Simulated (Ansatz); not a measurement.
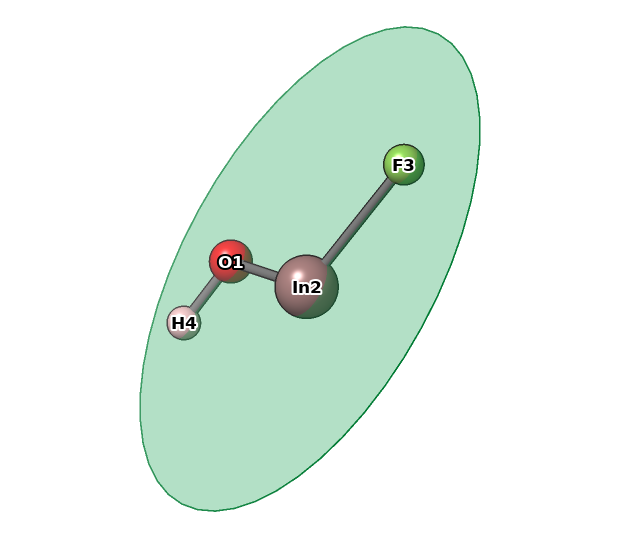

A disc through the centre of mass is drawn in. Atoms fade into the background with distance from the viewer. The species is neutral and a spin doublet. The geometry was computed by an optimisation with PBE0-D4/def2-TZVP.

Is the plane of the disc a mirror plane of the structure?

Answer. Yes. The reflection leaves O1, In2, F3, H4 in place. The point group is Cs.
